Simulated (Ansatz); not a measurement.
# PBE-QIDH/def2-TZVP run of SiNH5 (SMILES [SiH3]N)

What is the energy change on altering one bond length of SiNH5 at PBE-QIDH/def2-TZVP? 

The results are computed with Ansatz 0.2.0.

55 further runs of the same task are left out: 55 set aside as unsound or not needed.

### 1 The system as given

SiNH5 has 7 atoms, charge 0, and is taken as a singlet. SMILES: `[SiH3]N`. The coordinates come from a PBE0-D4/def2-TZVP relaxation.

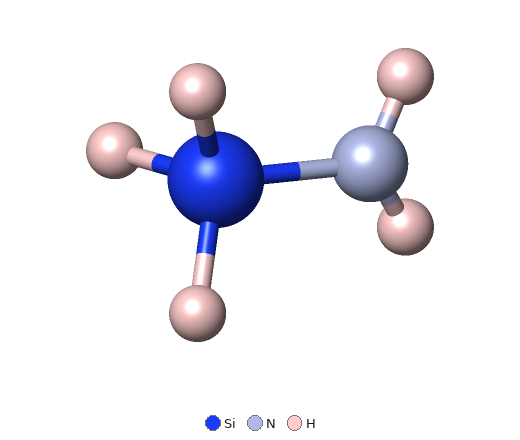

Viewed from a chosen angle; silicon blue, nitrogen light blue, hydrogen pink.

### 2 The energy at PBE-QIDH/def2-TZVP

Contents of run.yaml:

```yaml
crystal:
  periodic: [false, false, false]
  atoms:
    - symbol: Si
      position_ang: [-0.413010, -0.292700, -0.422350]
    - symbol: "N"
      position_ang: [0.611760, 0.348670, 0.801280]
    - symbol: H
      position_ang: [-0.018320, -1.706330, -0.653330]
    - symbol: H
      position_ang: [-1.813170, -0.217090, 0.068940]
    - symbol: H
      position_ang: [-0.367930, 0.402730, -1.743970]
    - symbol: H
      position_ang: [0.391580, 1.238230, 1.219480]
    - symbol: H
      position_ang: [1.609100, 0.226510, 0.729930]
basis:
  gaussian:
    orbitals: def2-TZVP
correlation:
  frozen_orbitals: {H: 0, "N": 1, Si: 5}
accuracy: high
total_charge: 0
hamiltonian:
  xc: {name: PBE-QIDH}
output: {orbitals: {seedname: orbitals}}
```

On the command line:

```console
ansatz run run.yaml --threads 1 --pin off --max-ram 3480MiB --events-out events.jsonl --progress --plain --runs-dir runs
```

What it wrote:

```text
Warning: RAYON_NUM_THREADS=1 ignored (pool sized by the plan → 1); use --threads N
Functional definition: PBE-QIDH
  name "PBE-QIDH"
  parameter a = 3^(-1/3)
  parameter c = 1/3
  exchange = (1 - a)*pbe_x + a*exact_x
  correlation = (1 - c)*pbe_c + c*(mp2_os + mp2_ss)
1820 factors; integrals over basis functions are off by at most 3.8e-9 eV
mean field evaluation 1: about -9436.2661 eV, gradient 3.9e1 eV
mean field evaluation 2: about -9436.2737 eV, gradient 3.9e1 eV
mean field evaluation 4: about -9439.2150 eV, gradient 1.9e0 eV
mean field evaluation 8: about -9439.2262 eV, gradient 7.5e-2 eV
mean field evaluation 16: about -9439.2262 eV, gradient 4.4e-6 eV
mean field -9439.22621790 eV, -346.8851653706 hartree, gradient 6.6e-8 eV, S^2 0.000000; 0 other end points of the search recorded, 0 dependent functions left out
6 core orbitals not correlated: weight in the atoms' cores, before any rotation towards them, 1.000 or more for the frozen orbitals, at most 0.000 for the correlated occupied ones
reference -9439.22621901 eV, -346.8851654113 hartree; 7, 7 occupied and 85, 85 virtual orbitals, 1820 factors
second order -10.29765275 eV of doubles, -0.00000000 eV of singles
Total energy: -9442.65876993 eV, -347.0113093308 hartree
```

Run time: 6.3 s. Hardware: 1 thread of Arm Neoverse V2, shared host; peak memory 0.24 GiB.

### 3 The distorted shape at the same level

Contents of input.yaml:

```yaml
crystal:
  periodic: [false, false, false]
  atoms:
    - {symbol: Si, position_ang: [-0.236860, -1.004374, -0.756922]}
    - {symbol: "N", position_ang: [0.787910, -0.363004, 0.466708]}
    - {symbol: H, position_ang: [0.157830, -2.418004, -0.987902]}
    - {symbol: H, position_ang: [-1.637020, -0.928764, -0.265632]}
    - {symbol: H, position_ang: [-0.191780, -0.308944, -2.078542]}
    - {symbol: H, position_ang: [0.391580, 1.238230, 1.219480]}
    - {symbol: H, position_ang: [1.785250, -0.485164, 0.395358]}
basis:
  gaussian: {orbitals: def2-TZVP}
hamiltonian: {xc: {name: PBE-QIDH}}
correlation: {frozen_orbitals: {H: 0, "N": 1, Si: 5}}
accuracy: high
output: {orbitals: {seedname: orbitals}}
```

On the command line:

```console
ansatz run input.yaml --threads 1 --pin off --max-ram 3480MiB --events-out events.jsonl --progress --plain --runs-dir runs
```

What it wrote:

```text
Warning: RAYON_NUM_THREADS=1 ignored (pool sized by the plan → 1); use --threads N
Functional definition: PBE-QIDH
  name "PBE-QIDH"
  parameter a = 3^(-1/3)
  parameter c = 1/3
  exchange = (1 - a)*pbe_x + a*exact_x
  correlation = (1 - c)*pbe_c + c*(mp2_os + mp2_ss)
1836 factors; integrals over basis functions are off by at most 3.7e-9 eV
mean field evaluation 1: about -9429.7870 eV, gradient 4.4e1 eV
mean field evaluation 2: about -9429.7954 eV, gradient 4.4e1 eV
mean field evaluation 4: about -9434.7110 eV, gradient 2.4e0 eV
mean field evaluation 8: about -9434.7511 eV, gradient 4.1e-2 eV
mean field evaluation 16: about -9434.7511 eV, gradient 4.0e-5 eV
mean field -9434.75110361 eV, -346.7207079536 hartree, gradient 7.1e-8 eV, S^2 0.000000; 0 other end points of the search recorded, 0 dependent functions left out; unrestricted orbitals would lower it
6 core orbitals not correlated: weight in the atoms' cores, before any rotation towards them, 1.000 or more for the frozen orbitals, at most 0.000 for the correlated occupied ones
reference -9434.75110480 eV, -346.7207079973 hartree; 7, 7 occupied and 85, 85 virtual orbitals, 1836 factors
second order -11.18624192 eV of doubles, -0.00000000 eV of singles
Total energy: -9438.47985210 eV, -346.8577369333 hartree
```

Wall time 6.3 s (1 thread of Arm Neoverse V2, shared host); peak memory 0.25 GiB.

### 4 Outcome

Level: PBE-QIDH/def2-TZVP, 6 core orbitals frozen.

```
                                                         quantity          value
                                        first shape: total energy  -347.01131 Eh
                   first shape: HOMO energy (SCF part's orbitals)       -9.70 eV
                   first shape: LUMO energy (SCF part's orbitals)        1.90 eV
                 first shape: HOMO–LUMO gap (SCF part's orbitals)       11.60 eV
                                    distorted shape: total energy  -346.85774 Eh
               distorted shape: HOMO energy (SCF part's orbitals)       -9.57 eV
               distorted shape: LUMO energy (SCF part's orbitals)       -1.20 eV
             distorted shape: HOMO–LUMO gap (SCF part's orbitals)        8.37 eV
energy change with the N2–H6 bond stretched from 1.007 to 1.813 Å       4.179 eV
```

With the N2–H6 bond stretched from 1.007 to 1.813 Å the energy rises by 4.18 eV (96 kcal/mol). The first shape isn't relaxed at this level, so the change isn't measured from a minimum. A restricted reference can't describe the breaking bond well at this length. The restricted solution (distorted shape) is unstable to spin breaking: an unrestricted one lies lower.
